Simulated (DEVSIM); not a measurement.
System: Schottky contact on n-type GaAs, at 300 K.

```csv
layer (left to right),material,thickness (μm),Nd (cm⁻³),τn (s),τp (s)
1,GaAs,6.50,1.2e15,5.1e-9,5.1e-9
```

Left contact: Schottky, work function 4.8 eV, emission velocity 1.9e6 cm/s. Right contact: ohmic. Voltage is applied to the left contact. Recombination: SRH at mid-gap, radiative. Mobility is μmin + (μ − μmin)/(1 + (N/Nref)^α).

The device is made up for the run: typed textbook-type constants, with dimensions and the other settings drawn at random. Values at 300 K.

```tsv
parameter	GaAs
gap (eV)	1.424
affinity (eV)	4.07
permittivity	12.9
Nc (cm⁻³)	4.7e17
Nv (cm⁻³)	9e18
μn (cm²/Vs)	8500
μp (cm²/Vs)	400
μn,min	500
μp,min	20
Nref,n	6e16
Nref,p	1.5e17
αn	0.39
αp	0.38
B (cm³/s)	2e-10
```

DEVSIM, 1D drift-diffusion, Boltzmann statistics, complete ionisation; no tunnelling, impact ionisation, image-force lowering or self-heating. Metal contacts follow the ideal Schottky-Mott rule: no Fermi-level pinning, no interface dipoles.

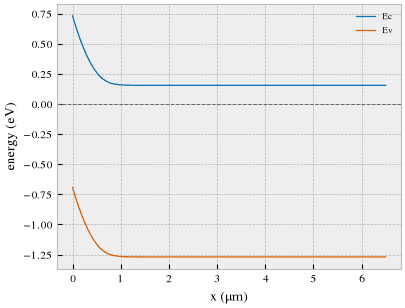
Band edges at zero bias

Energies count from the Fermi level of the right contact; mesh points crowd at the junctions.

```tsv
x (μm)	Ec (eV)	Ev (eV)	n (cm⁻³)	p (cm⁻³)	field (V/cm)
0.000	0.730	-0.694	260000	2.0e7	-14000
0.01358	0.712	-0.712	520000	9700000	-13000
0.03245	0.687	-0.737	1400000	3700000	-13000
0.06425	0.646	-0.778	6600000	770000	-13000
0.1318	0.565	-0.859	1.5e8	34000	-11000
0.2193	0.472	-0.952	5.5e9	920	-9900
0.3409	0.364	-1.060	3.6e11	< 1e2	-7900
0.6196	0.209	-1.215	1.4e14	< 1e2	-3300
0.9812	0.158	-1.266	1.0e15	< 1e2	-330
1.546	0.154	-1.270	1.2e15	< 1e2	≈ 0
2.330	0.154	-1.270	1.2e15	< 1e2	≈ 0
3.850	0.154	-1.270	1.2e15	< 1e2	≈ 0
4.812	0.154	-1.270	1.2e15	< 1e2	≈ 0
5.428	0.154	-1.270	1.2e15	< 1e2	≈ 0
5.902	0.154	-1.270	1.2e15	< 1e2	≈ 0
6.109	0.154	-1.270	1.2e15	< 1e2	≈ 0
6.259	0.154	-1.270	1.2e15	< 1e2	≈ 0
6.347	0.154	-1.270	1.2e15	< 1e2	≈ 0
6.428	0.154	-1.270	1.2e15	< 1e2	≈ 0
6.460	0.154	-1.270	1.2e15	< 1e2	≈ 0
6.483	0.154	-1.270	1.2e15	< 1e2	≈ 0
6.500	0.154	-1.270	1.2e15	< 1e2	≈ 0
```
